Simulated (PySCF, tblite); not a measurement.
**C₄H₉P₂Si radical: geometry, infrared bands and EPR parameters**

What infrared bands and EPR parameters should C₄H₉P₂Si radical (`C=C/C=C\[Si](P)P`) show?

Programs: tblite 0.8.0 and PySCF 2.14.0, with density-fitted response routines of our own. Each step states its level of theory. These are calculated values for one molecule in the gas phase, unless marked as measured. Atoms count from 0, in the outputs and in this text.

## (1) The molecule as given

16 atoms, charge 0, multiplicity 2; geometry from: force field or distance geometry start.

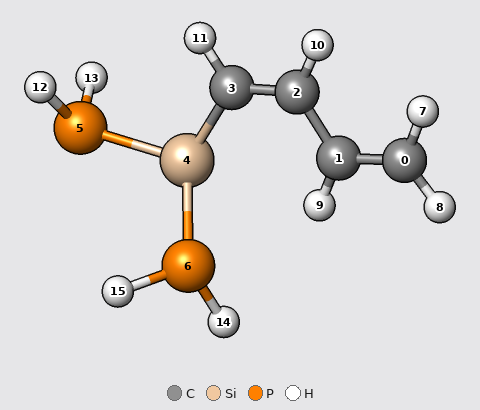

The starting geometry (carbon grey, silicon light orange, phosphorus orange, hydrogen white), atoms numbered.

## (2) Geometry optimisation with GFN2-xTB

Job settings and geometry (Å):

```
{"job": {"kind": "relax", "xc": "GFN2-xTB", "basis": "xTB"}, "charge": 0, "multiplicity": 2}
C      3.069800    -0.511400     0.053400
C      1.765100    -0.264600    -0.023500
C      1.248800     0.806000     0.807600
C     -0.036000     1.083700     0.754600
Si    -1.261100     0.178100    -0.263500
P     -3.276900     1.036100    -0.114900
P     -1.192200    -1.981900    -0.074400
H      3.662100     0.128900     0.731000
H      3.554200    -1.291700    -0.513900
H      1.168300    -0.883800    -0.665900
H      1.873900     1.412500     1.460200
H     -0.434800     1.886400     1.382600
H     -3.574200     1.362300     1.299800
H     -3.297700     2.294000    -0.842400
H     -0.927100    -2.677700    -1.303000
H     -2.349700    -2.568100     0.568300
```

Command:

```sh
$ OMP_NUM_THREADS=1 python probes_run.py task.json out
```

The driver reads the jobs from task.json and runs them one after another.

**Question.** This job is followed by: GFN2-xTB harmonic vibrations, gas phase; UKS B3LYP, pcH-1 on C H P Si, non-relativistic, mean-field spin-orbit, GIAO. Predict these results of the whole session: strongest single infrared mode (GFN2-xTB); zero-point energy (GFN2-xTB); g(iso) (B3LYP); ⟨S²⟩; largest a(iso) (averaged by class); potential on the surface of density 0.002 e/bohr³, 1st and 99th percentile.

**Answer**, as computed:

| quantity | value |
| --- | --- |
| strongest single infrared mode (GFN2-xTB) | 2386 cm⁻¹, 122 km/mol |
| zero-point energy (GFN2-xTB) | 68.5 kcal/mol |
| g(iso) (B3LYP) | 2.00377 |
| ⟨S²⟩ | 0.761 (exact 0.75) |
| largest a(iso) (averaged by class) | 29Si on Si4, -418.8 MHz |
| potential on the surface of density 0.002 e/bohr³, 1st and 99th percentile | -0.83 V and 0.95 V |

In words: Relaxing lowered the energy by 1.614 eV in 158 steps; the close pair that moved most is P5–H12, from 1.482 to 1.383 Å. No mode is imaginary among the 42: a minimum at this level. The strongest single mode, at 2386 cm⁻¹, moves mainly H12 and H13. Unscaled tight-binding wavenumbers are off by several per cent, some by more. Its intensities can rank the bands wrongly. Si4 carries the largest spin population, 0.71 e. The isotropic g lies 1.4 ppt above the free-electron value. These values are for one conformer; the search (at its own cheap level) found 2 more, at 0.89, 2.01 kcal/mol, and measured spectra average over such forms.
